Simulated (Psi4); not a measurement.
**CH₂NSn: single-point calculation**

The run: single-point calculation of CH₂NSn, multiplicity 2. Method and program: DSD-PBEP86/def2-SVPD, UKS, core potentials def2 (Psi4 1.11).

A bond length was changed on purpose from its optimised value.

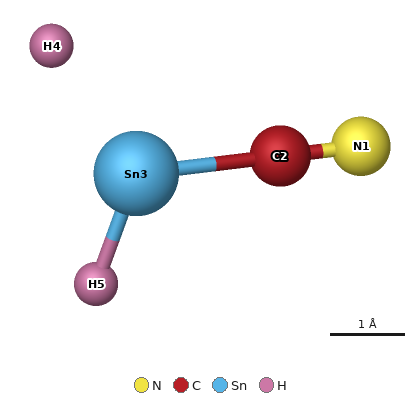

The structure as given in the input (ball-and-stick view, seen on its broad side; atoms are numbered from 1 in the order of the input). Sticks mark near contacts. Bond lengths as drawn: C–N 1.15 Å, C–Sn 2.12 Å and H–Sn 1.71 Å.

Results in brief:

| quantity | value |
| --- | --- |
| outcome | converged |
| total energy | −307.539397 hartree |
| SCF energy | −307.327322 hartree |
| basis functions | 88 |
| ⟨S²⟩ | 0.793 |
| hardware | 1 thread of Intel Xeon (Granite Rapids), 192 GiB of memory available, shared host |
| wall time | 19 s |
| peak memory | 0.95 GiB |

The input (job.json):
```
{
  "schema_name": "qcschema_input",
  "schema_version": 1,
  "molecule": {
    "schema_name": "qcschema_molecule",
    "schema_version": 2,
    "symbols": ["N", "C", "Sn", "H", "H"],
    "geometry": [2.51574704, -2.73598706, 3.31631439, 1.89629481, -1.44303644, 1.67300855, 0.95823476, 0.79175367, -1.50607771, -3.11521352, 0.07218754, -2.23743573, 1.59960781, 3.84044883, -0.64870896],
    "molecular_charge": 0,
    "molecular_multiplicity": 2,
    "fix_symmetry": "c1",
    "fix_com": true,
    "fix_orientation": true
  },
  "driver": "energy",
  "model": {
    "method": "dsd-pbep86",
    "basis": "def2-SVPD"
  },
  "keywords": {
    "reference": "uks",
    "puream": true,
    "e_convergence": 1e-09,
    "d_convergence": 1e-08,
    "scf_type": "pk",
    "dft_radial_points": 99,
    "dft_spherical_points": 590,
    "num_frozen_docc": 6,
    "maxiter": 200
  }
}
```

Command:
```bash
psi4 --qcschema job.json -n 1 --memory 1600MB
```

Output:
```
Psi4 1.11 release

   => Loading Basis Set <=

    Name: DEF2-SVPD
    Role: ORBITAL
    Keyword: BASIS

    !!!  WARNING: ECP capability is in beta. Please check occupations closely.  !!!

         ---------------------------------------------------------
                                   SCF
                              UKS Reference
                        1 Threads,   1525 MiB Core
         ---------------------------------------------------------

  ==> Geometry <==

    Molecular point group: c1
    Full point group: C1

    Geometry (in Bohr), charge = 0, multiplicity = 2:

       Center              X                  Y                   Z               Mass
    ------------   -----------------  -----------------  -----------------  -----------------
         N            2.515747040000    -2.735987060000     3.316314390000    14.003074004430
         C            1.896294810000    -1.443036440000     1.673008550000    12.000000000000
         SN           0.958234760000     0.791753670000    -1.506077710000   119.902201630000
         H           -3.115213520000     0.072187540000    -2.237435730000     1.007825032230
         H            1.599607810000     3.840448830000    -0.648708960000     1.007825032230

  Running in c1 symmetry.

  Rotational constants: A =      0.22224  B =      0.08848  C =      0.06494 [cm^-1]
  Rotational constants: A =   6662.46187  B =   2652.58996  C =   1946.93966 [MHz]
  Nuclear repulsion =   93.121091576664099

  Charge       = 0
  Multiplicity = 2
  Electrons    = 37
  Nalpha       = 19
  Nbeta        = 18

  ==> Algorithm <==

  SCF Algorithm Type is PK.
  DIIS enabled.
  MOM disabled.
  Fractional occupation disabled.
  Guess Type is SAD.
  Energy threshold   = 1.00e-09
  Density threshold  = 1.00e-08
  Integral threshold = 1.00e-12

  ==> Primary Basis <==

  Basis Set: DEF2-SVPD
    Blend: DEF2-SVPD
    Number of shells: 36
    Number of basis functions: 88
    Number of Cartesian functions: 95
    Spherical Harmonics?: true
    Max angular momentum: 2

  Core potential: DEF2-SVPD
    Number of shells: 4
    Number of ECP primitives: 18
    Number of ECP core electrons: 28
    Max angular momentum: 3

  ==> DFT Potential <==

   => LibXC <=

    Version 7.1.2

   => Composite Functional: DSD-PBEP86 <=

    DSD-PBEP86 SCS Double Hybrid XC Functional (not dispersion corrected)

    Deriv               =              1
    GGA                 =           TRUE
    Meta                =          FALSE

    Exchange Hybrid     =           TRUE
    MP2 Hybrid          =           TRUE

   => Exchange Functionals <=

    0.2800     XC_GGA_X_PBE

   => Exact (HF) Exchange <=

    0.7200               HF

   => Correlation Functionals <=

    0.4400     XC_GGA_C_P86

   => MP2 Correlation <=

    MP2 SCS Hybrid      =           TRUE
    MP2 OS Alpha        =       0.510000
    MP2 SS Alpha        =       0.360000

   => LibXC Density Thresholds  <==

    XC_GGA_C_P86:  1.00E-15
    XC_GGA_X_PBE:  1.00E-15

   => Molecular Quadrature <=

    Radial Scheme          =       TREUTLER
    Pruning Scheme         =           NONE
    Nuclear Scheme         =       TREUTLER

    Blocking Scheme        =         OCTREE
    BS radius alpha        =              1
    Pruning alpha          =              1
    Radial Points          =             99
    Spherical Points       =            590
    Total Points           =         281853
    Total Blocks           =           2111
    Max Points             =            256
    Max Functions          =             88
    Weights Tolerance      =       1.00E-15

  ==> Integral Setup <==

  Using in-core PK algorithm.
   Calculation information:
      Number of atoms:                   5
      Number of AO shells:              36
      Number of primitives:             65
      Number of atomic orbitals:        95
      Number of basis functions:        88

      Integral cutoff                 1.00e-12
      Number of threads:                 1

  Performing in-core PK
  Using 15338972 doubles for integral storage.
  We computed 214291 shell quartets total.
  Whereas there are 222111 unique shell quartets.

  ==> DiskJK: Disk-Based J/K Matrices <==

    J tasked:                  Yes
    K tasked:                  Yes
    wK tasked:                  No
    Memory [MiB]:              530
    Schwarz Cutoff:          1E-12

  Cached 100.0% of DFT collocation blocks in 0.600 [GiB].

  Minimum eigenvalue in the overlap matrix is 3.6905303550E-04.
  Reciprocal condition number of the overlap matrix is 6.1367454600E-05.
    Using symmetric orthogonalization.

  ==> Pre-Iterations <==

  SCF Guess: Superposition of Atomic Densities via on-the-fly atomic UHF (no occupation information).

   -------------------------
    Irrep   Nso     Nmo
   -------------------------
     A         88      88
   -------------------------
    Total      88      88
   -------------------------

  ==> Iterations <==

                        Total Energy        Delta E     RMS |[F,P]|

   @UKS iter SAD:  -305.47402264105961   -3.05474e+02   0.00000e+00
   @UKS iter   1:  -307.22943656200061   -1.75541e+00   4.36039e-03 ADIIS/DIIS
   @UKS iter   2:  -307.30623638819526   -7.67998e-02   2.29868e-03 ADIIS/DIIS
   @UKS iter   3:  -307.32535917551445   -1.91228e-02   5.15984e-04 ADIIS/DIIS
   @UKS iter   4:  -307.32632203874181   -9.62863e-04   2.77640e-04 ADIIS/DIIS
   @UKS iter   5:  -307.32683475240543   -5.12714e-04   7.69646e-05 DIIS
   @UKS iter   6:  -307.32698911169882   -1.54359e-04   5.35045e-05 DIIS
   @UKS iter   7:  -307.32710258281008   -1.13471e-04   4.16088e-05 DIIS
   @UKS iter   8:  -307.32724040493707   -1.37822e-04   2.55362e-05 DIIS
   @UKS iter   9:  -307.32731176131182   -7.13564e-05   1.10380e-05 DIIS
   @UKS iter  10:  -307.32732048832133   -8.72701e-06   4.97485e-06 DIIS
   @UKS iter  11:  -307.32732188860638   -1.40029e-06   1.92813e-06 DIIS
   @UKS iter  12:  -307.32732201793777   -1.29331e-07   9.13954e-07 DIIS
   @UKS iter  13:  -307.32732204376919   -2.58314e-08   4.85429e-07 DIIS
   @UKS iter  14:  -307.32732205206884   -8.29965e-09   3.19058e-07 DIIS
   @UKS iter  15:  -307.32732205617640   -4.10756e-09   2.21171e-07 DIIS
   @UKS iter  16:  -307.32732205892222   -2.74582e-09   1.43732e-07 DIIS
   @UKS iter  17:  -307.32732205969461   -7.72388e-10   1.18416e-07 DIIS
   @UKS iter  18:  -307.32732206011264   -4.18027e-10   6.69940e-08 DIIS
   @UKS iter  19:  -307.32732206035075   -2.38117e-10   4.19633e-08 DIIS
   @UKS iter  20:  -307.32732206044545   -9.47011e-11   2.31111e-08 DIIS
   @UKS iter  21:  -307.32732206047496   -2.95017e-11   9.61217e-09 DIIS
  Energy and wave function converged.

  ==> Post-Iterations <==

   Electrons on quadrature grid:
      Nalpha   =   18.9999999296 ; deviation = -7.040e-08
      Nbeta    =   17.9999999772 ; deviation = -2.279e-08
      Ntotal   =   36.9999999068 ; deviation = -9.318e-08

   @Spin Contamination Metric:   4.348337808E-02
   @S^2 Expected:                7.500000000E-01
   @S^2 Observed:                7.934833781E-01
   @S   Expected:                5.000000000E-01
   @S   Observed:                5.000000000E-01

    Orbital Energies [Eh]
    ---------------------

    Alpha Occupied:

       1A    -15.149857     2A    -10.896573     3A     -5.654982
       4A     -3.899708     5A     -3.895851     6A     -3.892577
       7A     -1.277564     8A     -1.274159     9A     -1.272211
      10A     -1.269827    11A     -1.267908    12A     -1.107298
      13A     -0.686713    14A     -0.537070    15A     -0.475618
      16A     -0.451139    17A     -0.450333    18A     -0.416373
      19A     -0.327396

    Alpha Virtual:

      20A     -0.017315    21A      0.033913    22A      0.039833
      23A      0.063319    24A      0.093045    25A      0.094225
      26A      0.131689    27A      0.140769    28A      0.157936
      29A      0.165924    30A      0.170855    31A      0.193195
      32A      0.200186    33A      0.234361    34A      0.276654
      35A      0.279411    36A      0.287805    37A      0.297391
      38A      0.333584    39A      0.341162    40A      0.353392
      41A      0.356966    42A      0.395983    43A      0.419733
      44A      0.432575    45A      0.440409    46A      0.490362
      47A      0.515350    48A      0.529702    49A      0.550368
      50A      0.572761    51A      0.628877    52A      0.662209
      53A      0.675257    54A      0.703211    55A      0.712416
      56A      0.759178    57A      0.777496    58A      0.827084
      59A      0.858910    60A      0.924588    61A      0.977888
      62A      1.016261    63A      1.097385    64A      1.263952
      65A      1.312855    66A      1.393710    67A      1.416470
      68A      1.671827    69A      1.783265    70A      1.814769
      71A      1.819546    72A      1.844247    73A      1.866466
      74A      1.958792    75A      1.959673    76A      1.979972
      77A      1.987009    78A      2.059069    79A      2.647256
      80A      2.649501    81A      2.801115    82A      3.109624
      83A      3.112767    84A      3.723415    85A     15.015911
      86A     15.545499    87A     16.271164    88A     52.566548

    Beta Occupied:

       1A    -15.148019     2A    -10.896846     3A     -5.651594
       4A     -3.895444     5A     -3.894265     6A     -3.890958
       7A     -1.274529     8A     -1.270305     9A     -1.269257
      10A     -1.266348    11A     -1.265423    12A     -1.103468
      13A     -0.667949    14A     -0.524977    15A     -0.466803
      16A     -0.446777    17A     -0.440088    18A     -0.370102

    Beta Virtual:

      19A     -0.083050    20A      0.007199    21A      0.043225
      22A      0.052977    23A      0.073052    24A      0.101015
      25A      0.102642    26A      0.137702    27A      0.148565
      28A      0.164255    29A      0.169070    30A      0.173151
      31A      0.203169    32A      0.218366    33A      0.246355
      34A      0.284733    35A      0.287689    36A      0.291562
      37A      0.304191    38A      0.337733    39A      0.345556
      40A      0.356641    41A      0.368453    42A      0.407554
      43A      0.426152    44A      0.437870    45A      0.443595
      46A      0.495449    47A      0.517017    48A      0.543722
      49A      0.565629    50A      0.584967    51A      0.632459
      52A      0.671681    53A      0.683558    54A      0.709566
      55A      0.715588    56A      0.765403    57A      0.782153
      58A      0.829844    59A      0.862222    60A      0.932248
      61A      0.999833    62A      1.035343    63A      1.099748
      64A      1.264860    65A      1.314316    66A      1.400175
      67A      1.417572    68A      1.675941    69A      1.801924
      70A      1.846593    71A      1.851553    72A      1.862718
      73A      1.887193    74A      1.957150    75A      1.957931
      76A      1.981818    77A      1.988351    78A      2.070064
      79A      2.652182    80A      2.654384    81A      2.802652
      82A      3.112543    83A      3.114071    84A      3.725076
      85A     15.023633    86A     15.548924    87A     16.273402
      88A     52.568084

    Final Occupation by Irrep:
              A
    DOCC [    18 ]
    SOCC [     1 ]
    NA   [    19 ]
    NB   [    18 ]

  @UKS Final Energy:  -307.32732206047496

   => Energetics <=

    Nuclear Repulsion Energy =             93.1210915766640994
    One-Electron Energy =                -686.6638137012860170
    Two-Electron Energy =                 295.1175575985659520
    DFT Exchange-Correlation Energy =      -8.9021575344189632
    Empirical Dispersion Energy =           0.0000000000000000
    VV10 Nonlocal Energy =                  0.0000000000000000
    Total Energy =                       -307.3273220604749554

  UHF NO Occupations:
  HONO-2 :   17  A 1.9987541
  HONO-1 :   18  A 1.9801123
  HONO-0 :   19  A 1.0000000
  LUNO+0 :   20  A 0.0198877
  LUNO+1 :   21  A 0.0012459
  LUNO+2 :   22  A 0.0006125
  LUNO+3 :   23  A 0.0001062

Computation Completed

Properties will be evaluated at   0.000000,   0.000000,   0.000000 [a0]

Properties computed using the SCF density matrix

 Multipole Moments:

 ------------------------------------------------------------------------------------
     Multipole            Electronic (a.u.)      Nuclear  (a.u.)        Total (a.u.)
 ------------------------------------------------------------------------------------

 L = 1.  Multiply by 2.5417464519 to convert [e a0] to [Debye]
 Dipole X            :        -48.6246685           48.5535572           -0.0711113
 Dipole Y            :          7.4868564           -6.4789109            1.0079454
 Dipole Z            :          1.4834815           -2.7676023           -1.2841208
 Magnitude           :                                                    1.6340064

 ------------------------------------------------------------------------------------

	total time  =         17 seconds =       0.28 minutes

   => Loading Basis Set <=

    Name: (DEF2-SVPD AUX)
    Role: RIFIT
    Keyword: DF_BASIS_MP2

	 --------------------------------------------------------
	                          DF-MP2
	      2nd-Order Density-Fitted Moller-Plesset Theory
	              UMP2 Wavefunction,   1 Threads

	 --------------------------------------------------------

	 --------------------------------------------------------
	                 NBF =    88, NAUX =   304
	 --------------------------------------------------------
	   CLASS    FOCC     OCC    AOCC    AVIR     VIR    FVIR
	   ALPHA       6      19      13      69      69       0
	    BETA       6      18      12      70      70       0
	 --------------------------------------------------------

	-----------------------------------------------------------
	 ==================> DF-MP2 Energies <====================
	-----------------------------------------------------------
	 Reference Energy          =    -307.3273220604749554 [Eh]
	 Singles Energy            =      -0.0000000000000000 [Eh]
	 Same-Spin Energy          =      -0.1140810230871723 [Eh]
	 Opposite-Spin Energy      =      -0.3353059927744046 [Eh]
	 Correlation Energy        =      -0.4493870158615769 [Eh]
	 Total Energy              =    -307.7767090763365445 [Eh]
	-----------------------------------------------------------
	 ================> DF-SCS-MP2 Energies <==================
	-----------------------------------------------------------
	 SCS Same-Spin Scale       =       0.3600000000000000 [-]
	 SCS Opposite-Spin Scale   =       0.5100000000000000 [-]
	 SCS Same-Spin Energy      =      -0.0410691683113820 [Eh]
	 SCS Opposite-Spin Energy  =      -0.1710060563149464 [Eh]
	 SCS Correlation Energy    =      -0.4403941990250096 [Eh]
	 SCS Total Energy          =    -307.7677162594999913 [Eh]
	-----------------------------------------------------------

    DSD-PBEP86 Energy Summary
    -------------------------
    DFT Reference Energy                  =  -307.3273220604749554
    Scaled MP2 Correlation                =    -0.2120752246263284
    @Final double-hybrid DFT total energy =  -307.5393972851013018

	total time  =          0 seconds =       0.00 minutes

    Psi4 run time: 0:00:17.36
```

File result.json:
```
{
 "driver": "energy",
 "model": {
  "method": "dsd-pbep86",
  "basis": "def2-SVPD"
 },
 "success": true,
 "return_result": -307.5393972851013,
 "properties": {
  "calcinfo_nbasis": 88,
  "calcinfo_nmo": 88,
  "calcinfo_nalpha": 19,
  "calcinfo_nbeta": 18,
  "calcinfo_natom": 5,
  "nuclear_repulsion_energy": 93.1210915766641,
  "return_energy": -307.5393972851013,
  "scf_one_electron_energy": -686.663813701286,
  "scf_two_electron_energy": 295.11755759856595,
  "scf_xc_energy": -8.902157534418963,
  "scf_dipole_moment": [-0.07111132437196943, 1.007945418295698, -1.2841207987426881],
  "scf_total_energy": -307.32732206047496,
  "scf_iterations": 21
 }
}
```
